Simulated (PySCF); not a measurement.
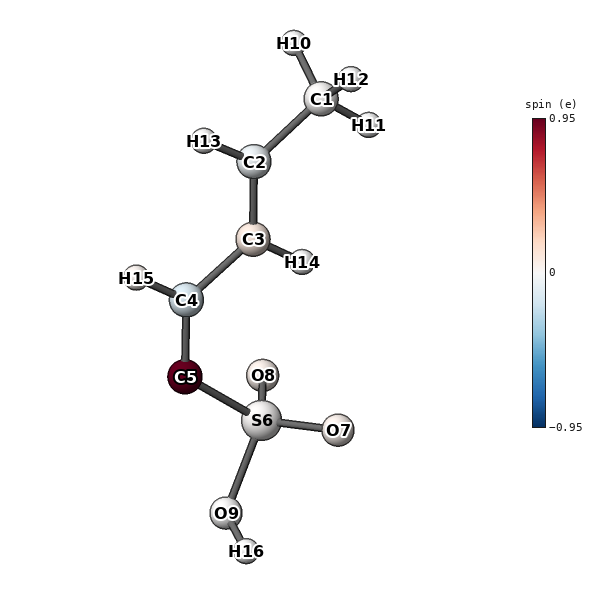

Atoms are coloured by their Mulliken spin populations. State: neutral, doublet. The computed structure is the end point of a GFN2-xTB optimisation. No frequency run is at hand to confirm it as a minimum. Level of theory: UKS B3LYP, pcH-1 on C H O S, non-relativistic (PySCF 2.14.0).

Give the Mulliken spin populations atom by atom.

```json
{"atom": "C1", "value (e)": "0.01"}
{"atom": "C2", "value (e)": "−0.06"}
{"atom": "C3", "value (e)": "0.09"}
{"atom": "C4", "value (e)": "−0.14"}
{"atom": "C5", "value (e)": "0.95"}
{"atom": "S6", "value (e)": "0.01"}
{"atom": "O7", "value (e)": "0.05"}
{"atom": "O8", "value (e)": "0.06"}
{"atom": "O9", "value (e)": "0.01"}
{"atom": "H10", "value (e)": "0.00"}
{"atom": "H11", "value (e)": "0.00"}
{"atom": "H12", "value (e)": "0.00"}
{"atom": "H13", "value (e)": "0.00"}
{"atom": "H14", "value (e)": "0.00"}
{"atom": "H15", "value (e)": "0.04"}
{"atom": "H16", "value (e)": "0.00"}
```

Mulliken values depend strongly on the basis set.
